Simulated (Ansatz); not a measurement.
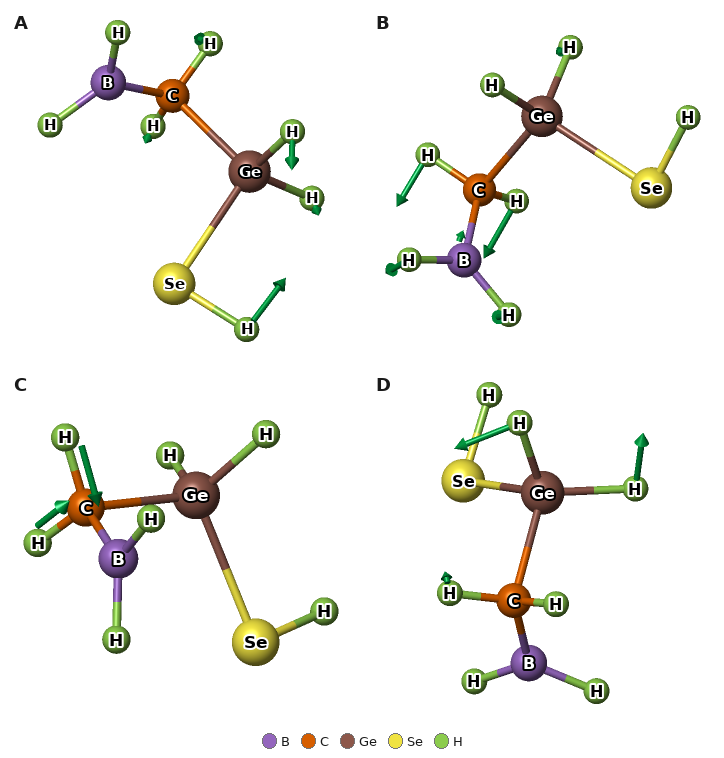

4 normal modes of one molecule or complex, as arrows. Harmonic vibrations computed with RKS PBE0-D4/def2-TZVP (Ansatz 0.2.0) at a stationary point of the same level.

Question: Match the panels to the wavenumbers 468 cm⁻¹, 627 cm⁻¹, 954 cm⁻¹, 3073 cm⁻¹.

Answer: A: 627 cm⁻¹, Ge–Se–H bending
B: 954 cm⁻¹, Ge–C–H bending
C: 3073 cm⁻¹, in-phase stretching of 2 C–H bonds
D: 468 cm⁻¹, angle bending
